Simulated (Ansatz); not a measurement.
The parent structure is CuI in the zinc blende structure (space group F-43m, No. 216; a = 6.0209 Å).

The change: Cl replaces 75.0 % of the I, ordered in a cell of 8 atoms (starting symmetry Pmm2) and fully relaxed.

Calculations: r2SCAN (Ansatz, a quantum-chemistry and plane-wave program), no spin-orbit coupling, earlier PAW set.

The zone is the changed cell's own and can be folded.

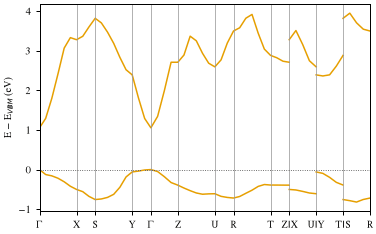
Figure: Highest valence and lowest conduction band along the path of the changed cell's own zone

Q: From the figure, how large is the changed gap, and is it direct?

A: About 1.1 eV, direct at Γ.

Each cell is one ordered arrangement of few atoms, which overstates ordering effects compared with a random alloy. With I present, leaving out spin-orbit coupling can change the band edges. Whether these cells are dynamically stable was not tested. No Hubbard U is applied. All final runs are without spin polarisation. Labels are those of the standard path for the cell's own space group.
